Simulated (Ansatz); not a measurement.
**SnH2F (SMILES [F][SnH2]) at UCCSD(T)/STO-3G**

What is the energy change on altering one bond length of SnH2F at UCCSD(T)/STO-3G? 

The calculation is run with Ansatz 0.2.0.

59 further runs of the same task are left out: 7 that didn't finish, 52 set aside as unsound or not needed.

### Step 1. Starting point

SnH2F has 4 atoms, charge 0, and is taken as a doublet. SMILES: `[F][SnH2]`. Geometry: relaxed at PBE0-D4/def2-TZVP.

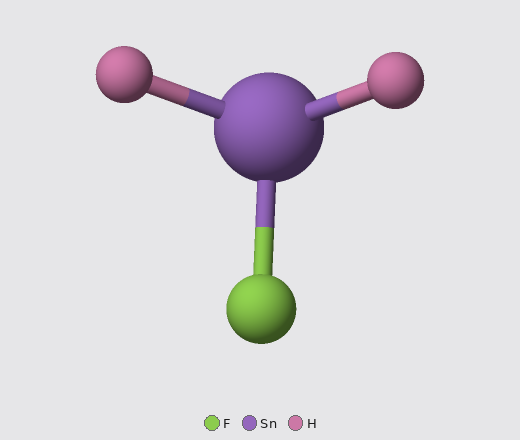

The structure, seen from a chosen angle (fluorine green, tin purple, hydrogen pink).

### Step 2. A single-point energy at UCCSD(T)/STO-3G

The input, job.yaml:

```yaml
basis:
  gaussian:
    orbitals: STO-3G
crystal:
  periodic: [false, false, false]
  atoms:
    - {symbol: F, position_ang: [-1.552600, -0.190000, 0.640700]}
    - {symbol: Sn, position_ang: [0.028300, -0.242200, -0.468300]}
    - {symbol: H, position_ang: [1.184100, -1.054400, 0.524100]}
    - {symbol: H, position_ang: [0.395700, 1.426200, -0.716700]}
magnetization:
  spin_polarized: true
  initial_magnetization: 1
correlation:
  method: ccsd_t
  frozen_orbitals: {F: 1, H: 0, Sn: 18}
accuracy: high
scf:
  omitted_lower_state_checks: [cluster_reference, increment]
```

Launch:

```
$ ansatz run job.yaml --threads 1 --pin off --max-ram 2610MiB --events-out events.jsonl --progress --plain --runs-dir runs
```

The log of the run, shortened:

```text
Warning: RAYON_NUM_THREADS=1 ignored (pool sized by the plan → 1); use --threads N
Functional definition: HF
  name "HF"
[...]
612 factors; integrals over basis functions are off by at most 4.8e-9 eV
[...]
mean field -164967.68679183 eV, -6062.4506704855 hartree, gradient 1.3e-8 eV, S^2 0.753011; 0 other end points of the search recorded, 0 dependent functions left out
19 core orbitals not correlated: weight in the atoms' cores, before any rotation towards them, 1.000 or more for the frozen orbitals, at most 0.000 for the correlated occupied ones
reference -164967.68679183 eV, -6062.4506704855 hartree; 12, 11 occupied and 3, 4 virtual orbitals, 612 factors
second order -1.26438467 eV of doubles, -0.00000000 eV of singles
cycle   1  -1.56242172 eV  change   -3.0e-1 eV  update   7.6e-2
[...]
cycle  25  -1.82226978 eV  change  -9.9e-10 eV  update   1.4e-9
perturbative correction -0.07260032 eV, -0.0026680124 hartree
Total energy: -164969.58166192 eV, -6062.5203056770 hartree
Checks for a lower state left out: cluster_reference, increment
```

Wall time 0.82 s (1 thread of Arm Neoverse V2, shared host); peak memory 0.1 GiB.

### Step 3. The distorted shape at the same level

The input, in.yaml:

```yaml
crystal:
  periodic: [false, false, false]
  atoms:
    - symbol: F
      position_ang: [-1.644445, -0.607078, 0.702797]
    - symbol: Sn
      position_ang: [-0.063545, -0.659278, -0.406203]
    - symbol: H
      position_ang: [1.092255, -1.471478, 0.586197]
    - symbol: H
      position_ang: [0.395700, 1.426200, -0.716700]
basis:
  gaussian: {orbitals: STO-3G}
magnetization: {spin_polarized: true, initial_magnetization: 1}
correlation: {method: ccsd_t, frozen_orbitals: {F: 1, H: 0, Sn: 18}}
accuracy: high
scf: {omitted_lower_state_checks: [cluster_reference, increment]}
```

Launch:

```
$ ansatz run in.yaml --threads 1 --pin off --max-ram 2610MiB --events-out events.jsonl --progress --plain --runs-dir runs
```

The log of the run, shortened:

```text
Warning: RAYON_NUM_THREADS=1 ignored (pool sized by the plan → 1); use --threads N
[... 2 set-up lines as earlier in the session ...]
[...]
612 factors; integrals over basis functions are off by at most 4.8e-9 eV
[...]
mean field -164966.10176833 eV, -6062.3924219462 hartree, gradient 7.3e-8 eV, S^2 0.786044; 2 other end points of the search recorded, 0 dependent functions left out
19 core orbitals not correlated: weight in the atoms' cores, before any rotation towards them, 1.000 or more for the frozen orbitals, at most 0.000 for the correlated occupied ones
reference -164966.10176833 eV, -6062.3924219462 hartree; 12, 11 occupied and 3, 4 virtual orbitals, 612 factors
second order -1.42976546 eV of doubles, -0.00000000 eV of singles
cycle   1  -1.80098693 eV  change   -3.7e-1 eV  update   9.3e-2
[...]
cycle  27  -2.21012847 eV  change  -8.8e-10 eV  update   2.4e-9
perturbative correction -0.09623663 eV, -0.0035366309 hartree
Total energy: -164968.40813343 eV, -6062.4771793003 hartree
Checks for a lower state left out: cluster_reference, increment
```

Wall time 0.96 s (1 thread of Arm Neoverse V2, shared host); peak memory 0.1 GiB.

### Step 4. Outcome

Level: UCCSD(T)/STO-3G, 19 core orbitals frozen.

| quantity | value |
| --- | --- |
| first shape: total energy | -6062.52031 Eh |
| first shape: correlation energy (19 core orbitals frozen) | -69.6 mEh |
| first shape: (T) correction | -2.67 mEh |
| first shape: ⟨S²⟩ of the reference determinant | 0.753 |
| first shape: T1 diagnostic | 0.014 |
| distorted shape: total energy | -6062.47718 Eh |
| distorted shape: correlation energy (19 core orbitals frozen) | -84.8 mEh |
| distorted shape: (T) correction | -3.54 mEh |
| distorted shape: ⟨S²⟩ of the reference determinant | 0.786 |
| distorted shape: T1 diagnostic | 0.021 |
| energy change with the Sn2–H4 bond stretched from 1.726 to 2.158 Å | 1.174 eV |

In words: With the Sn2–H4 bond stretched from 1.726 to 2.158 Å the energy rises by 1.17 eV (27 kcal/mol). The first shape isn't relaxed at this level, so the change isn't measured from a minimum. The minimal basis adds a large error of its own. The triples (first shape) make up 3.8 % of the correlation energy. Relativity is left out (first shape) although the molecule holds a heavy atom. The triples (distorted shape) make up 4.2 % of the correlation energy. Relativity is left out (distorted shape) although the molecule holds a heavy atom.
